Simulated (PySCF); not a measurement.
# [NO2]+ (SMILES O=[N+]=O) at CAM-B3LYP/6-31G(d) (spherical functions)

What is the vertical ionisation energy of [NO2]+ at CAM-B3LYP/6-31G* (spherical functions)? 

Program for the calculation: PySCF 2.14.0.

### 1 The structure to begin with

The species is [NO2]+ (3 atoms), meant as a singlet with charge +1. As SMILES, `O=[N+]=O`. Geometry: relaxed at PBE0-D4/def2-TZVP.

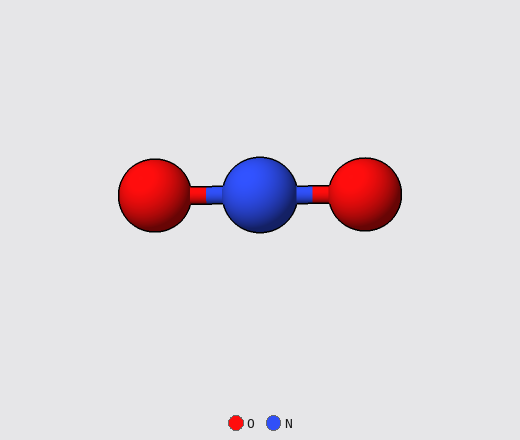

The structure, seen from a chosen angle (oxygen red, nitrogen blue).

### 2 The energy at CAM-B3LYP/6-31G(d) (spherical functions)

run.py

```python
from pyscf import gto, dft

mol = gto.M(
    atom=[
    ('O', (-0.572980, 0.927020, -0.209580)),
    ('N', (-0.000010, -0.000010, -0.000000)),
    ('O', (0.572990, -0.927010, 0.209580)),
],
    charge=1,
    basis='6-31g*',
    spin=0,
    max_memory=1860,
    verbose=3,
)

mf = dft.RKS(mol)
mf.xc = 'cam-b3lyp'
mf.conv_tol = 1e-10
mf.grids.level = 6
mf.kernel()
if not mf.converged:
    mf = mf.newton().run(mf.mo_coeff, mf.mo_occ)

etot = mf.e_tot
print('E(%s) = %.9f' % ('CAM-B3LYP', etot))
```

Run with:

```sh
$ OMP_NUM_THREADS=1 python run.py
```

What it wrote:

```text
converged SCF energy = -204.634446317608
E(CAM-B3LYP) = -204.634446318
```

Wall time 7.5 s (1 thread of Arm Neoverse V1, shared host); peak memory 0.25 GiB.

### 3 Doublet [NO2]2+ at the same level

input.py

```python
from pyscf import gto, dft

mol = gto.M(
    atom=[
    ('O', (-0.572980, 0.927020, -0.209580)),
    ('N', (-0.000010, -0.000010, -0.000000)),
    ('O', (0.572990, -0.927010, 0.209580)),
],
    max_memory=1860,
    spin=1,
    basis='6-31g*',
    charge=2,
    verbose=3,
)

mf = dft.UKS(mol)
mf.xc = 'cam-b3lyp'
mf.conv_tol = 1e-10
mf.grids.level = 6
mf.kernel()
if not mf.converged:
    mf = mf.newton().run(mf.mo_coeff, mf.mo_occ)

etot = mf.e_tot
print('E = %.10f Eh' % etot)
```

Run with:

```sh
$ OMP_NUM_THREADS=1 python input.py
```

What it wrote:

```text
WARN: HOMO -0.445813725662823 >= LUMO -0.445813725662824

converged SCF energy = -203.724645634229  <S^2> = 0.79218184  2S+1 = 2.0417462
E = -203.7246456342 Eh
```

Wall time 14 s (1 thread of Arm Neoverse V1, shared host); peak memory 0.27 GiB.

### 4 Results

Level: CAM-B3LYP/6-31G* (spherical functions).

```
                                            quantity          value
                        singlet [NO2]+: total energy  -204.63445 Eh
                         singlet [NO2]+: HOMO energy      -22.61 eV
                         singlet [NO2]+: LUMO energy       -9.58 eV
                       singlet [NO2]+: HOMO–LUMO gap       13.03 eV
                       doublet [NO2]2+: total energy  -203.72465 Eh
 doublet [NO2]2+: HOMO energy (highest over α and β)      -33.44 eV
  doublet [NO2]2+: LUMO energy (lowest over α and β)      -26.87 eV
                               doublet [NO2]2+: ⟨S²⟩          0.792
vertical ionisation energy (to the doublet dication)      24.757 eV
```

In words: Removing an electron at fixed nuclei costs 24.76 eV (2389 kJ/mol). The negative HOMO energy of the first species, 22.61 eV, lies 2.15 eV below that difference. Mulliken charges (doublet [NO2]2+) run from +0.36 on O1 to +1.28 on N2; they depend strongly on the basis.
